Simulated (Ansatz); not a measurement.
# CH5BClN: molecular dynamics

Aim: follow the molecule's vibrations and see whether its bonds hold. The start is relaxed first. Runs: 120 steps of 4 fs at constant energy, with velocities drawn for 500 K. SMILES of the start: CNBCl.

Method: RKS PBE0-D4/def2-SVP, in Ansatz 0.2.0.

## (1) The starting structure

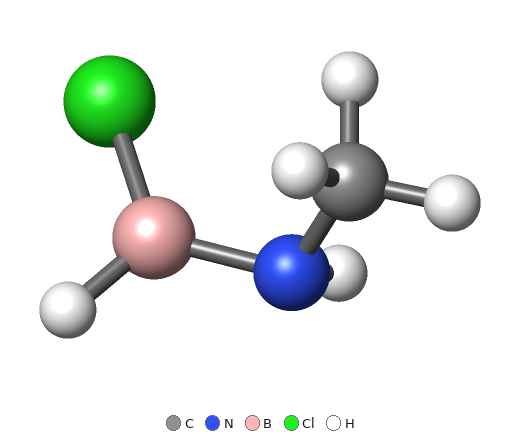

Start, viewed from a chosen angle; carbon grey, nitrogen blue, boron pink, chlorine green, hydrogen white.

Structure file:

```xyz
9

C     0.3969    0.4811   -0.9137
N     0.2175   -0.7457   -0.2104
B    -0.1451   -0.4896    1.2477
Cl   -1.6580    0.2615    1.7456
H     0.6127    0.3139   -2.0024
H    -0.6081    1.1116   -0.9115
H     1.1908    1.1454   -0.4839
H    -0.5409   -1.2551   -0.6313
H     0.6227   -0.8695    2.1427
```

## (2) Relaxing the start

Contents of input.yaml:

```yaml
crystal:
  periodic: [false, false, false]
  atoms:
    - { symbol: C, position_ang: [0.3969, 0.4811, -0.9137] }
    - { symbol: "N", position_ang: [0.2175, -0.7457, -0.2104] }
    - { symbol: B, position_ang: [-0.1451, -0.4896, 1.2477] }
    - { symbol: Cl, position_ang: [-1.658, 0.2615, 1.7456] }
    - { symbol: H, position_ang: [0.6127, 0.3139, -2.0024] }
    - { symbol: H, position_ang: [-0.6081, 1.1116, -0.9115] }
    - { symbol: H, position_ang: [1.1908, 1.1454, -0.4839] }
    - { symbol: H, position_ang: [-0.5409, -1.2551, -0.6313] }
    - { symbol: H, position_ang: [0.6227, -0.8695, 2.1427] }
basis:
  gaussian: { orbitals: def2-SVP }
hamiltonian:
  xc: pbe0
  dispersion: d4
relax:
  f_tol: 0.02
  max_steps: 40
scf:
  lower_state_search: "off"
```

Started as:

```console
$ ansatz run input.yaml --threads 1 --pin off --max-ram 2048MiB --backend cpu --events-out ev --progress --plain --runs-dir out
```

Log, shortened:

```text
Warning: RAYON_NUM_THREADS=1 ignored (pool sized by the plan → 1); use --threads N
[...]
Functional definition: PBE0
[...]
938 factors; integrals over basis functions are off by at most 3.4e-4 eV
[...]
mean field -15793.77393565 eV, -580.4104867305 hartree, gradient 4.8e-6 eV, S^2 0.000000; 0 other end points of the search recorded, 0 dependent functions left out
[...]
reference -15793.77395872 eV, -580.4104875784 hartree; 20, 20 occupied and 65, 65 virtual orbitals, 938 factors
relax step   1: F+E_penalty+E_count = -15793.90541219 eV  Δ(F+E_penalty+E_count) = +0.000e0 eV  max|allowed force component| = 2.840e0 eV/Å  Δτ_max = 0.0000 Å  (15 SCF iters, accepted)
[...]
relax step   4: F+E_penalty+E_count = -15794.35680091 eV  Δ(F+E_penalty+E_count) = -1.113e-1 eV  max|allowed force component| = 1.048e0 eV/Å  Δτ_max = 0.1928 Å  (19 SCF iters, accepted)
[...]
relax step   7: F+E_penalty+E_count = -15794.97444167 eV  Δ(F+E_penalty+E_count) = -2.402e-1 eV  max|allowed force component| = 8.089e-1 eV/Å  Δτ_max = 0.1952 Å  (18 SCF iters, accepted)
[...]
relax step  10: F+E_penalty+E_count = -15795.38416112 eV  Δ(F+E_penalty+E_count) = -9.305e-2 eV  max|allowed force component| = 2.669e-1 eV/Å  Δτ_max = 0.2000 Å  (18 SCF iters, accepted)
[...]
relax step  13: F+E_penalty+E_count = -15795.40442110 eV  Δ(F+E_penalty+E_count) = -7.956e-3 eV  max|allowed force component| = 2.121e-2 eV/Å  Δτ_max = 0.0659 Å  (20 SCF iters, accepted)
[...]
relax step  14: F+E_penalty+E_count = -15795.40476352 eV  Δ(F+E_penalty+E_count) = -3.424e-4 eV  max|allowed force component| = 7.793e-3 eV/Å  Δτ_max = 0.0197 Å  (21 SCF iters, accepted)
Total energy: -15795.40478777 eV, -580.4704194406 hartree
Atom 0 at     0.507003     0.485433    -0.972017 Å, force    -0.004088    -0.002265     0.000841 eV/Å
Atom 1 at    -0.405185    -0.225865    -0.112016 Å, force     0.000394     0.000472     0.003470 eV/Å
Atom 2 at    -0.262402    -0.424263     1.252480 Å, force     0.007793     0.004777    -0.002374 eV/Å
Atom 3 at    -1.504245    -1.327783     2.139434 Å, force    -0.006336    -0.005138     0.002897 eV/Å
Atom 4 at     0.895156    -0.158176    -1.779132 Å, force     0.002307    -0.001205    -0.000586 eV/Å
Atom 5 at     0.029790     1.362780    -1.440193 Å, force     0.000206     0.001056    -0.003341 eV/Å
Atom 6 at     1.362983     0.841309    -0.383398 Å, force     0.002104     0.002835     0.001364 eV/Å
Atom 7 at    -1.225384    -0.605661    -0.573804 Å, force    -0.003018     0.000541    -0.001507 eV/Å
Atom 8 at     0.690784     0.005826     1.851445 Å, force     0.000639    -0.001072    -0.000763 eV/Å
Dipole moment:     0.117513     0.184189    -0.557653 e Å
Checks for a lower state left out: stability, starts, cluster_reference, orbital_swaps, neighbouring_geometries, increment
```

Wall time 62 s (1 thread of Arm Neoverse N1, shared host); peak memory 0.14 GiB.

The steps of the relaxation:

| step | energy from step 1 (eV) | largest force component (eV/Å) |
| --- | --- | --- |
| 1 | 0.0000 | 2.8398 |
| 2 | -0.2305 | 1.2818 |
| 3 | -0.3401 | 0.7382 |
| 4 | -0.4514 | 1.0484 |
| 5 | -0.6243 | 0.8987 |
| 6 | -0.8288 | 0.7973 |
| 7 | -1.0690 | 0.8089 |
| 8 | -1.2411 | 0.8355 |
| 9 | -1.3857 | 0.6412 |
| 10 | -1.4787 | 0.2669 |
| 11x | -1.4724 | 0.9380 |
| 12 | -1.4911 | 0.3640 |
| 13 | -1.4990 | 0.0212 |
| 14 | -1.4994 | 0.0078 |

Step 1 is the start. 1 step was tried and not accepted (marked x).

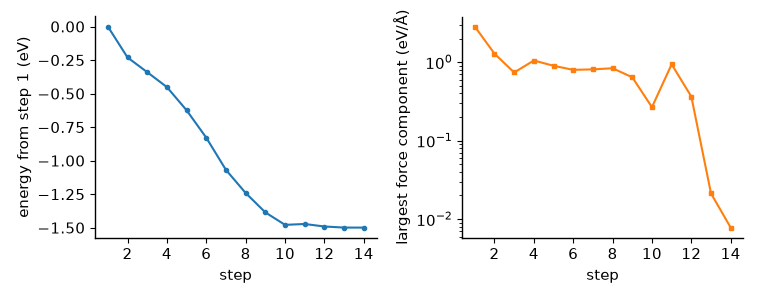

Energy and largest force along the relaxation.

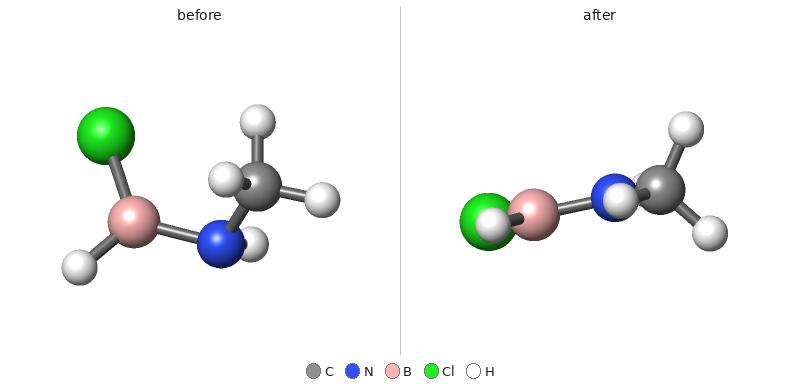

The structure before (left) and after (right), drawn at the same scale.

After: Bond lengths: C1–N2 1.441 Å, N2–B3 1.386 Å, B3–Cl4 1.773 Å, C1–H5 1.103 Å, C1–H6 1.103 Å, C1–H7 1.098 Å, N2–H8 1.015 Å, B3–H9 1.205 Å. Angles: C1–N2–B3 126.4°, C1–N2–H8 115.1°, B3–N2–H8 118.5°, N2–C1–H5 111.8°, N2–C1–H6 111.8°, N2–C1–H7 109.5°, H5–C1–H6 107.8°, H5–C1–H7 107.9°, H6–C1–H7 107.9°, N2–B3–Cl4 119.5°, N2–B3–H9 121.3°, Cl4–B3–H9 119.2°.

## (3) Dynamics

120 steps of 4 fs at constant energy, with velocities drawn for 500 K, from the relaxed start.

Contents of input.yaml:

```yaml
crystal:
  periodic: [false, false, false]
  atoms:
    - { symbol: C, position_ang: [0.507003, 0.485433, -0.972017] }
    - { symbol: "N", position_ang: [-0.405185, -0.225865, -0.112016] }
    - { symbol: B, position_ang: [-0.262402, -0.424263, 1.25248] }
    - { symbol: Cl, position_ang: [-1.504245, -1.327783, 2.139434] }
    - { symbol: H, position_ang: [0.895156, -0.158176, -1.779132] }
    - { symbol: H, position_ang: [0.02979, 1.36278, -1.440193] }
    - { symbol: H, position_ang: [1.362983, 0.841309, -0.383398] }
    - { symbol: H, position_ang: [-1.225384, -0.605661, -0.573804] }
    - { symbol: H, position_ang: [0.690784, 0.005826, 1.851445] }
basis:
  gaussian: { orbitals: def2-SVP }
hamiltonian:
  xc: pbe0
  dispersion: d4
md:
  timestep: 4.0
  n_steps: 120
  ensemble: nve
  temperature: 500.0
  initial_velocities: maxwell_boltzmann
  seed: 167579
scf:
  lower_state_search: "off"
```

Started as:

```console
$ ansatz run input.yaml --threads 1 --pin off --max-ram 2048MiB --backend cpu --events-out ev --progress --plain --runs-dir out
```

Log, shortened:

```text
Warning: RAYON_NUM_THREADS=1 ignored (pool sized by the plan → 1); use --threads N
[...]
[... 1 set-up line as earlier in the session ...]
[...]
936 factors; integrals over basis functions are off by at most 4.3e-4 eV
[...]
mean field -15795.28129278 eV, -580.4658810834 hartree, gradient 5.0e-6 eV, S^2 0.000000; 0 other end points of the search recorded, 0 dependent functions left out
[...]
reference -15795.28131703 eV, -580.4658819748 hartree; 20, 20 occupied and 65, 65 virtual orbitals, 936 factors
md step     0: t =     0.00 fs  T =   500.0 K  F+E_penalty+E_count = -15795.40475812 eV  E_kin = 0.452410 eV  conserved = -15794.95234812 eV  (14 SCF iters)
[...]
md step    15: t =    60.00 fs  T = 1685873724.0 K  F+E_penalty+E_count = -15758.30977997 eV  E_kin = 1525412.250325 eV  conserved = 1509653.94054456 eV  (60 SCF iters)
[...]
md step    30: t =   120.00 fs  T = 1689626815.7 K  F+E_penalty+E_count = -15742.68197965 eV  E_kin = 1528808.122740 eV  conserved = 1513065.44076055 eV  (253 SCF iters)
[...]
md step    45: t =   180.00 fs  T = 1689626636.2 K  F+E_penalty+E_count = -15742.51993480 eV  E_kin = 1528807.960332 eV  conserved = 1513065.44039730 eV  (315 SCF iters)
[...]
md step    58: t =   232.00 fs  T = 1689626592.1 K  F+E_penalty+E_count = -15742.48007388 eV  E_kin = 1528807.920451 eV  conserved = 1513065.44037693 eV  (166 SCF iters)
md step    59: t =   236.00 fs  T = 1689626589.9 K  F+E_penalty+E_count = -15742.47806928 eV  E_kin = 1528807.918446 eV  conserved = 1513065.44037630 eV  (197 SCF iters)
```

## (4) The output, continued: dynamics from the start

The log, continued, shortened:

```text
md step    60: t =   240.00 fs  T = 1689626587.8 K  F+E_penalty+E_count = -15742.47616114 eV  E_kin = 1528807.916537 eV  conserved = 1513065.44037573 eV  (159 SCF iters)
[...]
md step    75: t =   300.00 fs  T = 1689626565.1 K  F+E_penalty+E_count = -15742.45562278 eV  E_kin = 1528807.895994 eV  conserved = 1513065.44037122 eV  (119 SCF iters)
[...]
md step    90: t =   360.00 fs  T = 1689626551.9 K  F+E_penalty+E_count = -15742.44366673 eV  E_kin = 1528807.884036 eV  conserved = 1513065.44036972 eV  (154 SCF iters)
[...]
md step   105: t =   420.00 fs  T = 1689626543.2 K  F+E_penalty+E_count = -15742.43583366 eV  E_kin = 1528807.876203 eV  conserved = 1513065.44036908 eV  (18 SCF iters)
[...]
md step   119: t =   476.00 fs  T = 1689626537.5 K  F+E_penalty+E_count = -15742.43061874 eV  E_kin = 1528807.870988 eV  conserved = 1513065.44036878 eV  (115 SCF iters)
[...]
Atom 1 at  4979.206790  1342.017903  1960.074702 Å, force    -0.000000    -0.000000    -0.000000 eV/Å
Atom 2 at   103.107234   286.069190   -16.565910 Å, force    -0.000016    -0.000029    -0.000001 eV/Å
Atom 3 at   -10.574678    -0.948388     6.253004 Å, force     0.000083    -0.000167    -0.000013 eV/Å
Atom 4 at  -979.198383 -3050.997296   136.537841 Å, force     0.000000     0.000000    -0.000000 eV/Å
Atom 5 at   -37.142868    71.668524   -45.867133 Å, force     0.000020    -0.000010     0.000019 eV/Å
Atom 6 at  -685.633186   293.456566  -706.550038 Å, force     0.000000    -0.000000     0.000000 eV/Å
Atom 7 at -69090.243775 -18650.251432 -27231.361785 Å, force     0.000000     0.000000     0.000000 eV/Å
Atom 8 at    15.063960   -73.763675     3.368057 Å, force    -0.000064     0.000208     0.000011 eV/Å
Dipole moment:  1109.675280   426.485393   415.267073 e Å
Checks for a lower state left out: stability, starts, cluster_reference, orbital_swaps, neighbouring_geometries, increment
```

Wall time 12 min (1 thread of Arm Neoverse N1, shared host); peak memory 0.18 GiB.

## (5) Frames and traces

The trajectory, every 7 steps (energies from step 0):

| time (fs) | T (K) | potential energy change (meV/atom) | total energy change (meV/atom) |
| --- | --- | --- | --- |
| 0.0 | 500 | 0.0 | 0.00 |
| 28.0 | 1685498065 | 3345.8 | 169455778.56 |
| 56.0 | 1685877561 | 3843.6 | 169494429.07 |
| 84.0 | 1689633221 | 5146.3 | 169873309.24 |
| 112.0 | 1689626888 | 5850.9 | 169873377.11 |
| 140.0 | 1689626718 | 5867.8 | 169873376.98 |
| 168.0 | 1689626653 | 5874.4 | 169873376.97 |
| 196.0 | 1689626619 | 5877.9 | 169873376.97 |
| 224.0 | 1689626597 | 5880.0 | 169873376.97 |
| 252.0 | 1689626582 | 5881.5 | 169873376.97 |
| 280.0 | 1689626571 | 5882.6 | 169873376.97 |
| 308.0 | 1689626563 | 5883.5 | 169873376.97 |
| 336.0 | 1689626556 | 5884.1 | 169873376.97 |
| 364.0 | 1689626551 | 5884.6 | 169873376.97 |
| 392.0 | 1689626547 | 5885.1 | 169873376.97 |
| 420.0 | 1689626543 | 5885.4 | 169873376.97 |
| 448.0 | 1689626540 | 5885.7 | 169873376.97 |
| 476.0 | 1689626537 | 5886.0 | 169873376.97 |
| 480.0 | 1689626537 | 5886.1 | 169873376.97 |

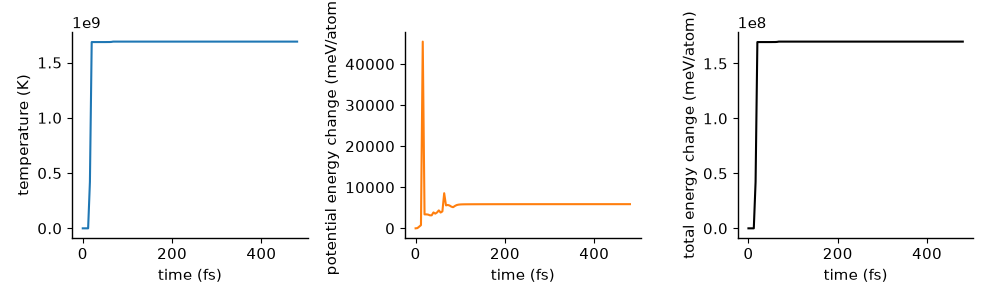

Time series of the run, each on its own scale.

Bonds that form or break, judged by distance (formed within 1.15 times the sum of covalent radii and held on average over 12 fs, broken when stretched by half; pairs already stretched at the start don't count as bonds):

| time (fs) | bond | event |
| --- | --- | --- |
| 12.0 | C1–H5 | breaks |
| 16.0 | C1–H7 | breaks |
| 20.0 | C1–N2 | breaks |
| 20.0 | N2–B3 | breaks |
| 20.0 | N2–H8 | breaks |
| 36.0 | C1–B3 | forms |
| 36.0 | C1–H6 | breaks |
| 48.0 | B3–H9 | breaks |
| 64.0 | C1–B3 | breaks |
| 68.0 | B3–Cl4 | breaks |

## (6) Outcome

| quantity | value |
| --- | --- |
| relaxation of the start | 12 moves, 1.499 eV lower |
| length | 120 steps of 4 fs |
| temperature, first and last step | 500 and 1689626537 K |
| temperature, second half | mean 1689626555 K, from 1689626537 to 1689626588 K |
| potential energy, second half | +5884 meV/atom from the start |
| largest change of the total energy | 169873461.06 meV/atom |
| bonds formed or broken | 10 |

What this shows: The run blows up, reaching 1689633221 K, so it describes no real motion. Averages from a run of 480 fs with 9 atoms are rough. The nuclei move classically, without zero-point motion, which matters most for hydrogen.
